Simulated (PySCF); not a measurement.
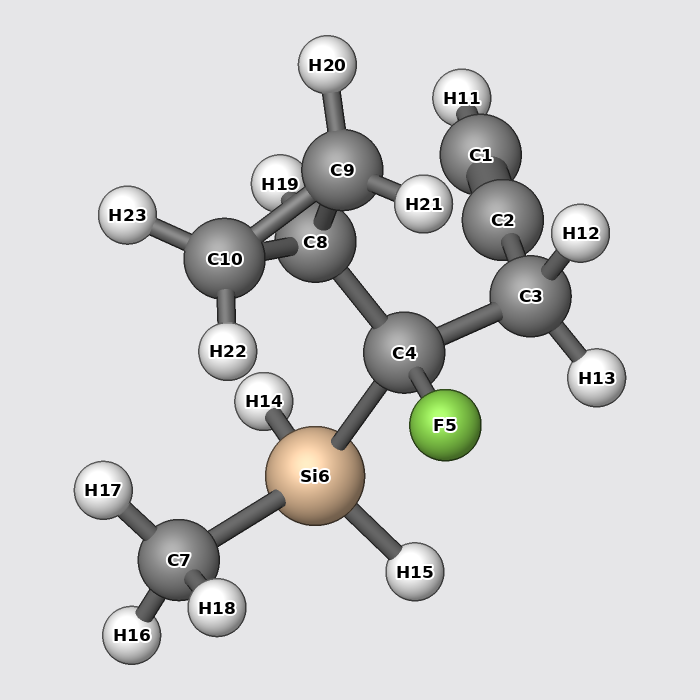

The thickness of each stick grows with its Mayer bond order. The computed structure is the end point of a GFN2-xTB optimisation. No frequency run is at hand to confirm it as a minimum. Computed with PBE0/pcSseg-1 (PySCF 2.14.0).

### Which bond between heavy atoms has the highest Mayer bond order?

C1–C2, 2.58, at a length of 1.197 Å.

List the Mayer bond orders of C1–C2, C2–C3, C3–C4, C4–F5, C4–Si6, C4–C8, Si6–C7, C8–C9, C8–C10, C9–C10 (bonds between heavy atoms, one of each equivalent set).

| bond | Mayer order | length (Å) |
| --- | --- | --- |
| C1–C2 | 2.58 | 1.197 |
| C2–C3 | 1.00 | 1.445 |
| C3–C4 | 1.03 | 1.536 |
| C4–F5 | 0.79 | 1.406 |
| C4–Si6 | 0.81 | 1.933 |
| C4–C8 | 0.97 | 1.512 |
| Si6–C7 | 0.97 | 1.893 |
| C8–C9 | 0.95 | 1.500 |
| C8–C10 | 0.97 | 1.497 |
| C9–C10 | 0.98 | 1.499 |

The geometry is semi-empirical. Around Si such bond lengths and angles can be off by a tenth of an ångström or more and by several degrees, and values that hang on the shape move with them.
